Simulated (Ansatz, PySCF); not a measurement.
Pulling on the Se4–H5 bond in H3InSe (SMILES [SeH][InH2]) (multiplicity 1 held, fragments rigid). Energies count from the point at 1.472 Å.
Geometry at that point (charge 0, multiplicity 1):
```
atom    x (Å)    y (Å)    z (Å)
----  -------  -------  -------
In     0.2234   0.0184  -0.9895
H     -1.0224  -0.5625  -2.0201
H      1.7808   0.6210  -1.3933
Se    -0.3715  -0.0433   1.4710
H      0.9264   0.5136   1.8845
```

Restricted levels (R-, RO-) in cc, def2 and unpolarised 6-31G sets keep to the state of the molecule at rest. U- levels take the lowest unrestricted solution at each point, which mixes spins at long bonds. Active spaces are followed from a long bond inwards. Curves can end on different states.

Correlated levels freeze the cores. Filled d and f shells under p-block atoms count as core. Rows in 3-21G carry no dispersion term and start afresh at each structure; the Pople sets are all-electron and without relativity.

Programs: Ansatz (an electronic-structure program); PySCF for 3-21G rows.  In def2 rows elements past Kr take small-core potentials, without spin–orbit coupling.

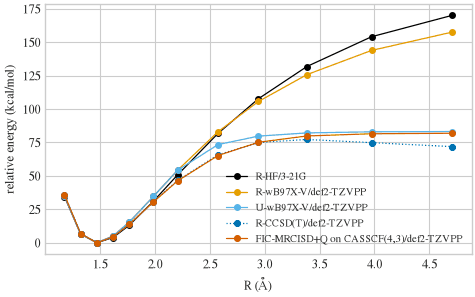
*Relative energy along the coordinate*

Doubts at one or more of the structures used: a restricted determinant that unrestricted orbitals would lower (R-HF/3-21G, R-wB97X-V/def2-TZVPP, R-CCSD(T)/def2-TZVPP); a spin-contaminated determinant (U-wB97X-V/def2-TZVPP); other coupled-cluster roots lie near (R-CCSD(T)/def2-TZVPP); T1 above 0.05 (R-CCSD(T)/def2-TZVPP); active orbitals that take no part (FIC-MRCISD+Q on CASSCF(4,3)/def2-TZVPP).
